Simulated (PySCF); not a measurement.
# Bi⁺: dipole response in aug-cc-pwCVTZ-PP with ECP60

How polarisable is Bi⁺ at the levels listed below?

The numbers are computed with PySCF 2.14.0 (unrestricted determinants in a Gaussian basis, no spin-orbit coupling in the energies), except any that are marked as measured or tabulated.

## 1. The atom as given

| Item | Value |
| --- | --- |
| Element | bismuth (Z = 83) |
| Basis | aug-cc-pwCVTZ-PP with ECP60MDF (8s7p6d4f1g, 96 functions) |
| Hamiltonian | a scalar-relativistic core potential |
| State 1 | Bi⁺: [Xe] 4f14 5d10 6s2 6p2, high-spin 3P determinant |
| Methods | wB97X-V |

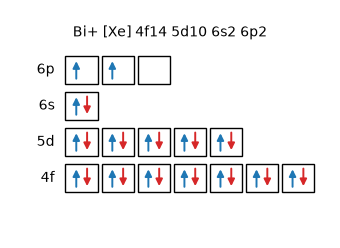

Occupation of the outer shells (arrows by Hund's rule).

One driver process ran all states and methods and kept the integrals in memory. Each run is shown as a PySCF script that sums up its settings (the driver passes frozen orbitals as a list and adds second-order terms of double hybrids); the logs are those of the runs themselves. The driver starts from symmetry-adapted Hartree-Fock orbitals, holds the occupation by maximum overlap and uses a logarithmic radial grid for functionals, so a plain start would take other cycles.

It was started by

```bash
> OMP_NUM_THREADS=1 python atomrun2.py TASK.json OUT
```

The integrals over 96 functions and the set-up took 1.3 s of CPU time.

## 2. Bi⁺, at wB97X-V

wB97X-V:

Input file input.py:

```python
from pyscf import gto, scf, dft, mp, cc
import basis_set_exchange as bse
txt = bse.get_basis("aug-cc-pwCVTZ-PP", elements=["Bi"], fmt="nwchem", header=False)
cut = txt.index("\nECP")
mol = gto.M(atom="Bi 0 0 0", charge=1, spin=2, symmetry="D2h",
            basis=gto.basis.parse(txt[:cut]),
            ecp={"Bi": gto.basis.parse_ecp(txt[cut:])})
mf = dft.UKS(mol, xc="WB97X_V")
mf.irrep_nelec = {'Ag': (4, 4), 'B1g': (1, 1), 'B2g': (1, 1), 'B3g': (1, 1), 'B1u': (2, 1), 'B2u': (2, 1), 'B3u': (1, 1)}
mf.kernel()
```

The log of the run:

```text
damping factor = 0
level_shift factor = 0
DIIS = <class 'pyscf.scf.diis.CDIIS'>
diis_start_cycle = 1
diis_space = 10
diis_damp = 0
SCF conv_tol = 1e-09
SCF conv_tol_grad = None
number electrons alpha = 12  beta = 10
XC functionals = WB97X_V
    N. Mardirossian and M. Head-Gordon.,  Phys. Chem. Chem. Phys. 16, 9904-9924 (2014)
NLC functional = WB97X_V
cycle= 1 E= -214.269189253636  delta_E= -0.00783  |g|= 0.019  |ddm|= 0.342
cycle= 2 E= -214.269388446344  delta_E= -0.000199  |g|= 0.00427  |ddm|= 0.0395
cycle= 3 E= -214.269397578293  delta_E= -9.13e-06  |g|= 0.00155  |ddm|= 0.0113
cycle= 4 E= -214.269398236315  delta_E= -6.58e-07  |g|= 0.000346  |ddm|= 0.00232
cycle= 5 E= -214.269398274313  delta_E= -3.8e-08  |g|= 3.78e-05  |ddm|= 0.000683
cycle= 6 E= -214.269398275618  delta_E= -1.3e-09  |g|= 4.55e-06  |ddm|= 0.000203
cycle= 7 E= -214.269398275648  delta_E= -3.02e-11  |g|= 3.27e-07  |ddm|= 3.12e-05
converged SCF energy = -214.269398275648  <S^2> = 2.0026162  2S+1 = 3.0017436
```

Time after the integrals: 63 s (1 thread of Neoverse-V1, shared host).

Orbital energies by shell (radii are means over both spins):

```
shell  electrons  mean orbital energy (eV)  spread (eV)  rms radius (bohr)
 5s α          1                   -173.83            0              0.893
 5s β          1                   -173.67            0              0.893
 5p α          3                   -112.20        0.345               1.02
 5p β          3                   -112.08        0.488               1.02
 5d α          5                   -40.116        0.413               1.33
 5d β          5                   -39.878        0.624               1.33
 6s α          1                   -26.713            0               2.28
 6s β          1                   -24.729            0               2.28
 6p α          2                   -15.145            0               2.95
```

⟨S²⟩ = 2.003, ⟨L²⟩ = 2.01.

The driver then solved the coupled dipole response at imaginary frequencies: mean α = 27.16 bohr³ (xx, yy, zz: 23.50, 28.99, 28.99), C₆ = 252.7 au for a like pair.

Energies and moments cover only the electrons outside the core potential. Spin-orbit coupling is strong in this species (close to jj coupling), so the high-spin LS determinant is a model state, not a physical level.

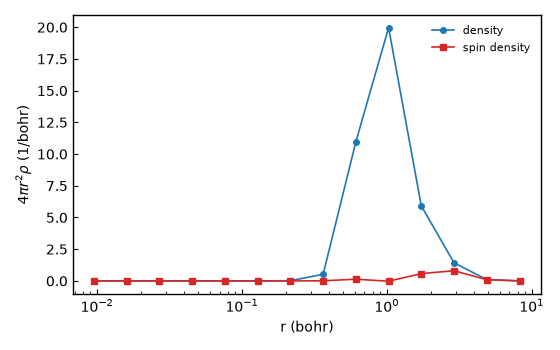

Radial density 4πr²ρ of Bi⁺ at wB97X-V, the electrons outside the core potential, at 14 stored radii joined by straight lines.

## 3. Polarisabilities and C₆

Bi⁺, in atomic units:

```csv
method,mean α,C₆ (like pair),S(−4)
wB97X-V,27.16,252.7,189.6
```

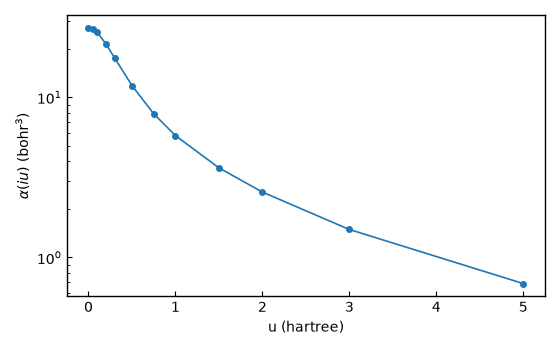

α(iu) of Bi⁺, the polarisability at imaginary frequency, on a logarithmic scale.

## 4. Summary of results

| quantity | value |
| --- | --- |
| α of Bi⁺ | 27.16 (wB97X-V) bohr³ |

A single London oscillator with the computed α and C₆ of Bi⁺ at wB97X-V would have ω = 4 C₆ / (3 α²) = 0.457 hartree. The basis is finite, and no extrapolation was made.
